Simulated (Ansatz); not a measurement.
# C₂H₄FGeNO: how energies converge with the basis set

How large a basis does C₂H₄FGeNO need? Two functionals are run in growing sets.

Method: one geometry, several basis sets; program: Ansatz 0.2.0, Gaussian basis.

The runs, in order: PBE0-D4/def2-SVP; ωB97M-V/def2-SVP; PBE0-D4/def2-QZVPP; ωB97M-V/def2-QZVPP; the functionals' def2-TZVPP values are taken from earlier runs.

### 1 The geometry

All runs share one geometry, relaxed beforehand with PBE0-D4 in a triple-zeta def2 set.

SMILES `[OH][GeH]1[NH]C=[C]1F`, 10 atoms, charge 0, spin multiplicity 1.

Atoms are counted from 1 here; the program's logs count them from 0.

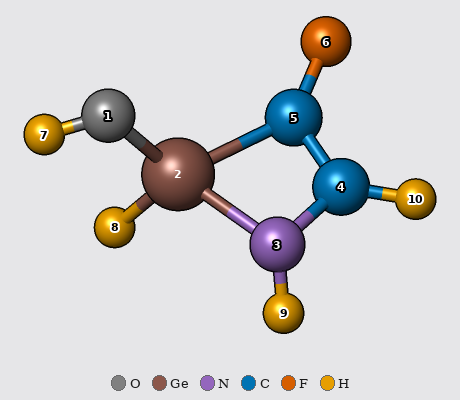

The structure; oxygen grey, germanium brown, nitrogen purple, carbon blue, fluorine orange, hydrogen amber; atoms are numbered from 1 in the order of the file.

As a file:

```
O    -1.7428   -1.5263   -0.1185
Ge   -0.2676   -0.6456   -0.5225
N     0.8624   -0.2658    0.9588
C     0.6795    1.1248    0.7018
C    -0.2364    1.2681   -0.2669
F    -0.8443    2.3730   -0.6825
H    -1.8079   -2.3711   -0.5689
H     0.4142   -1.3355   -1.7190
H     1.8335   -0.5592    0.9384
H     1.1924    1.8865    1.2824
```

### 2 PBE0-D4 in def2-SVP

File in.yaml:

```yaml
crystal:
  periodic: [false, false, false]
  atoms:
    - {symbol: O, position_ang: [-1.742807, -1.526341, -0.118461]}
    - {symbol: Ge, position_ang: [-0.267570, -0.645648, -0.522537]}
    - {symbol: N, position_ang: [0.862353, -0.265841, 0.958782]}
    - {symbol: C, position_ang: [0.679485, 1.124825, 0.701820]}
    - {symbol: C, position_ang: [-0.236441, 1.268070, -0.266882]}
    - {symbol: F, position_ang: [-0.844349, 2.372957, -0.682451]}
    - {symbol: H, position_ang: [-1.807896, -2.371134, -0.568884]}
    - {symbol: H, position_ang: [0.414203, -1.335500, -1.719043]}
    - {symbol: H, position_ang: [1.833503, -0.559201, 0.938383]}
    - {symbol: H, position_ang: [1.192418, 1.886514, 1.282370]}
basis:
  gaussian: {orbitals: def2-SVP}
hamiltonian: {xc: pbe0, dispersion: d4}
output: {orbitals: {seedname: orbitals}}
```

Started as:

```
$ ansatz run in.yaml --threads 4 --pin off --events-out ev --progress --plain --max-ram 10444MiB
```

Output:

```text
Functional definition: PBE0
  name "PBE0"
  cite "Adamo & Barone, J. Chem. Phys. 110, 6158 (1999) doi:10.1063/1.478522"
  cite "Perdew, Burke & Ernzerhof, Phys. Rev. Lett. 77, 3865 (1996) doi:10.1103/PhysRevLett.77.3865"
  parent pbe
  parameter a = 0.25
  parameter kappa = 0.804
  parameter beta = 0.06672455060314922
  exchange = (1 - a)*pbe_x(kappa = kappa, mu = beta*pi^2/3) + a*exact_x
  correlation = pbe_c(beta = beta)
1213 factors; integrals over basis functions are off by at most 1.4e-3 eV
mean field evaluation 1: about -64871.4920 eV, gradient 6.7e1 eV
mean field evaluation 2: about -64856.6503 eV, gradient 1.1e2 eV
mean field evaluation 4: about -64880.2436 eV, gradient 6.1e0 eV
mean field evaluation 8: about -64880.5403 eV, gradient 1.1e0 eV
mean field evaluation 16: about -64880.5429 eV, gradient 5.0e-4 eV
mean field -64880.54292933 eV, -2384.3159750414 hartree, gradient 2.1e-5 eV, S^2 0.000000; 0 other end points of the search recorded, 0 dependent functions left out
reference -64880.54295400 eV, -2384.3159759478 hartree; 36, 36 occupied and 86, 86 virtual orbitals, 1213 factors
Total energy: -64880.73266072 eV, -2384.3229475412 hartree
```

Run time: 1.6 s. Hardware: 4 threads of Arm Neoverse V1, shared host; peak memory 0.29 GiB.

### 3 ωB97M-V in def2-SVP

Changes to in.yaml since step 2:

```diff
@@ -15,3 +15,3 @@
   gaussian: {orbitals: def2-SVP}
-hamiltonian: {xc: pbe0, dispersion: d4}
+hamiltonian: {xc: {name: wB97M-V}}
 output: {orbitals: {seedname: orbitals}}
```

Launched as before.

Output, cut to the lines that bear on the results:

```text
Functional definition: wB97M-V
  name "wB97M-V"
  cite "Mardirossian & Head-Gordon, J. Chem. Phys. 144, 214110 (2016) doi:10.1063/1.4952647"
  cite "Becke, J. Chem. Phys. 107, 8554 (1997) doi:10.1063/1.475007"
  cite "Vydrov & Van Voorhis, J. Chem. Phys. 133, 244103 (2010) doi:10.1063/1.3521275"
  # Of w^i u^j: cxij and so on, Table III.
[...]
  gx(w, u) = 1 - cx + cx01*u + cx10*w
  gss(w, u) = css00 + css04*u^4 + css10*w + css20*w^2 + css43*w^4*u^3
  gos(w, u) = cos00 + cos10*w + (cos20 + cos21*u)*w^2 + (cos60 + cos61*u)*w^6
[...]
      + integral(e_c_pw_mod_opposite_spin*gos(b97_w_opposite, b97_u_opposite)) + vv10(b, c)
1213 factors; integrals over basis functions are off by at most 1.4e-3 eV
292 factors; integrals over basis functions are off by at most 5.4e-6 eV
[...]
mean field -64890.74167922 eV, -2384.6907721868 hartree, gradient 4.4e-5 eV, S^2 0.000000; 0 other end points of the search recorded, 0 dependent functions left out
reference -64890.74171781 eV, -2384.6907736050 hartree; 36, 36 occupied and 86, 86 virtual orbitals, 1213 factors
Total energy: -64890.74171781 eV, -2384.6907736050 hartree
```

Wall time 6.5 s (4 threads of Arm Neoverse V1, shared host); peak memory 0.42 GiB.

### 4 PBE0-D4 in def2-QZVPP

Changes to in.yaml since step 3:

```diff
@@ -14,4 +14,4 @@
 basis:
-  gaussian: {orbitals: def2-SVP}
-hamiltonian: {xc: {name: wB97M-V}}
+  gaussian: {orbitals: "def2-QZVPP.json"}
+hamiltonian: {xc: pbe0, dispersion: d4}
 output: {orbitals: {seedname: orbitals}}
```

Same command.

Output:

```text
Functional definition: PBE0
  name "PBE0"
  cite "Adamo & Barone, J. Chem. Phys. 110, 6158 (1999) doi:10.1063/1.478522"
  cite "Perdew, Burke & Ernzerhof, Phys. Rev. Lett. 77, 3865 (1996) doi:10.1103/PhysRevLett.77.3865"
  parent pbe
  parameter a = 0.25
  parameter kappa = 0.804
  parameter beta = 0.06672455060314922
  exchange = (1 - a)*pbe_x(kappa = kappa, mu = beta*pi^2/3) + a*exact_x
  correlation = pbe_c(beta = beta)
1682 factors; their error is unknown
mean field evaluation 1: about -64886.8564 eV, gradient 8.3e1 eV
mean field evaluation 2: about -64860.8012 eV, gradient 1.4e2 eV
mean field evaluation 4: about -64899.1035 eV, gradient 1.0e1 eV
mean field evaluation 8: about -64899.3188 eV, gradient 2.9e-1 eV
mean field evaluation 16: about -64899.4645 eV, gradient 1.8e-4 eV
mean field -64899.46454930 eV, -2385.0113317499 hartree, gradient 4.6e-5 eV, S^2 0.000000; 0 other end points of the search recorded, 0 dependent functions left out
reference -64899.46458546 eV, -2385.0113330786 hartree; 36, 36 occupied and 458, 458 virtual orbitals, 1682 factors
Total energy: -64899.65429218 eV, -2385.0183046720 hartree
```

Run time: 11 s. Hardware: 4 threads of Arm Neoverse V1, shared host; peak memory 2 GiB.

### 5 ωB97M-V in def2-QZVPP

Changes to in.yaml since step 4:

```diff
@@ -15,3 +15,3 @@
   gaussian: {orbitals: "def2-QZVPP.json"}
-hamiltonian: {xc: pbe0, dispersion: d4}
+hamiltonian: {xc: {name: wB97M-V}}
 output: {orbitals: {seedname: orbitals}}
```

Launched as before.

Output, cut to the lines that bear on the results:

```text
Functional definition: wB97M-V
  name "wB97M-V"
  cite "Mardirossian & Head-Gordon, J. Chem. Phys. 144, 214110 (2016) doi:10.1063/1.4952647"
  cite "Becke, J. Chem. Phys. 107, 8554 (1997) doi:10.1063/1.475007"
  cite "Vydrov & Van Voorhis, J. Chem. Phys. 133, 244103 (2010) doi:10.1063/1.3521275"
  # Of w^i u^j: cxij and so on, Table III.
[...]
  gx(w, u) = 1 - cx + cx01*u + cx10*w
  gss(w, u) = css00 + css04*u^4 + css10*w + css20*w^2 + css43*w^4*u^3
  gos(w, u) = cos00 + cos10*w + (cos20 + cos21*u)*w^2 + (cos60 + cos61*u)*w^6
[...]
      + integral(e_c_pw_mod_opposite_spin*gos(b97_w_opposite, b97_u_opposite)) + vv10(b, c)
1670 factors; their error is unknown
369 factors; integrals over basis functions are off by at most 6.8e-6 eV
[...]
mean field -64909.83440418 eV, -2385.3924168875 hartree, gradient 7.5e-5 eV, S^2 0.000000; 0 other end points of the search recorded, 0 dependent functions left out
reference -64909.83446164 eV, -2385.3924189993 hartree; 36, 36 occupied and 458, 458 virtual orbitals, 1670 factors
Total energy: -64909.83446164 eV, -2385.3924189993 hartree
```

Wall time 23 s (4 threads of Arm Neoverse V1, shared host); peak memory 2.4 GiB.

### 6 Density functionals: the series

The def2-TZVPP values come from earlier runs at the same geometry.

| functional | basis | functions | energy (eV) | from the largest (eV) | HOMO (eV) | LUMO (eV) |
| --- | --- | --- | --- | --- | --- | --- |
| PBE0-D4 | def2-SVP | 122 | -64880.7327 | 18.922 | -6.03 | 0.00 |
| PBE0-D4 | def2-TZVPP | 259 | -64897.9653 | 1.689 | -6.22 | -0.25 |
| PBE0-D4 | def2-QZVPP | 494 | -64899.6543 | 0.000 | -6.28 | -0.40 |
| ωB97M-V | def2-SVP | 122 | -64890.7417 | 19.093 | -8.23 | 2.05 |
| ωB97M-V | def2-TZVPP | 259 | -64908.2069 | 1.628 | -8.45 | 1.61 |
| ωB97M-V | def2-QZVPP | 494 | -64909.8345 | 0.000 | -8.50 | 1.23 |

### 7 Results

| quantity | value |
| --- | --- |
| PBE0-D4: double and triple zeta above quadruple | 18.92, 1.69 eV |
| ωB97M-V: double and triple zeta above quadruple | 19.09, 1.63 eV |

For PBE0-D4 the step from double to triple zeta gains 17.23 eV and the next only 1.69 eV. These are total energies; as a rule much of such shifts cancels in differences, which this series doesn't test. The LUMO of ωB97M-V is positive and keeps falling with the basis (2.05 to 1.23 eV): an unbound level that the basis holds in place.

For PBE0-D4 the largest set took about 7 times as long as the smallest (11 s against 1.6 s).
